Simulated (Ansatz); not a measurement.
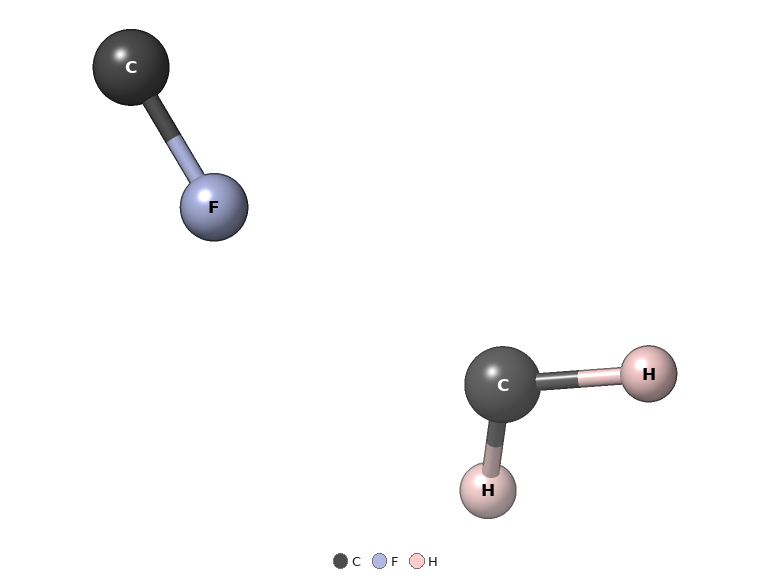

Distant atoms are faded towards the background colour. The species has charge +1 and is a spin singlet. Computed geometry: PBE-D4/def2-SVP optimisation. No frequency run is at hand to confirm it as a minimum.

Question: List the symmetry elements and name the point group.

Answer: It has 1 mirror plane, so the point group is Cs. The group has 2 operations. The geometry is achiral, and symmetry allows a dipole moment.
